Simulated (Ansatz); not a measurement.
```cif
data_structure
_symmetry_space_group_name_H-M 'P 1'
_symmetry_Int_Tables_number 1
_cell_length_a 8.5403
_cell_length_b 3.8654
_cell_length_c 5.1256
_cell_angle_alpha 89.998
_cell_angle_beta 119.766
_cell_angle_gamma 90.003
_cell_volume 146.88
loop_
_atom_site_label
_atom_site_type_symbol
_atom_site_fract_x
_atom_site_fract_y
_atom_site_fract_z
_atom_site_occupancy
H1 H 0.09113 0.00000 0.11385 1
H2 H 0.59113 0.50000 0.11385 1
Pb1 Pb 0.31281 0.99998 0.81317 1
Pb2 Pb 0.81281 0.49998 0.81317 1
N1 N 0.01686 0.49991 0.48627 1
N2 N 0.51686 0.99991 0.48627 1
O1 O 0.46150 0.49998 0.02058 1
O2 O 0.96150 0.99998 0.02058 1
O3 O 0.12154 0.50000 0.38466 1
O4 O 0.62154 0.00000 0.38466 1
O5 O 0.08315 0.49996 0.77017 1
O6 O 0.58315 0.99996 0.77017 1
O7 O 0.34798 0.99995 0.32082 1
O8 O 0.84798 0.49995 0.32082 1
```

Space group Cm; a generated structure, not necessarily the stable one; computed pressure about 20 GPa in this cell.

Computed with Kohn-Sham DFT of a periodic cell, PBE, Ansatz PAW in Ansatz.

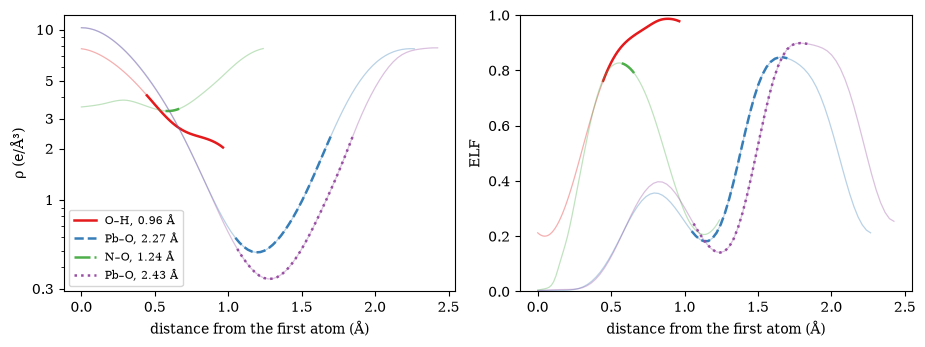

HPbNO4. Valence charge density (pseudo) and electron localisation function along straight lines between neighbouring atoms. Thin, pale parts lie inside the atomic spheres.

Core electrons are frozen (PAW), and the valence fields are smoothed inside the atomic spheres.

Q: What can be read from the curves?

A: O–H (0.96 Å): ρ at the midpoint is about 3.8 e/Å³; the ELF climbs to about 1 towards the hydrogen, as it does in any bond to H; an ordinary covalent bond to hydrogen.
Pb–O (2.27 Å): ρ is about 0.51 e/Å³ halfway; the ELF peaks at about 0.85 in the valence shell of O, 0.6 Å from its nucleus, and drops to about 0.20 between the two atoms.
N–O (1.24 Å): ρ at the midpoint is about 3.3 e/Å³; the ELF peaks at about 0.85 between the atoms (inside overlapping PAW spheres, so only a guide): localised, covalent bonding.
Pb–O (2.43 Å): ρ at the midpoint is about 0.36 e/Å³; the ELF peaks at about 0.90 in the valence shell of O, 0.6 Å from its nucleus, and drops to about 0.15 between the two atoms.
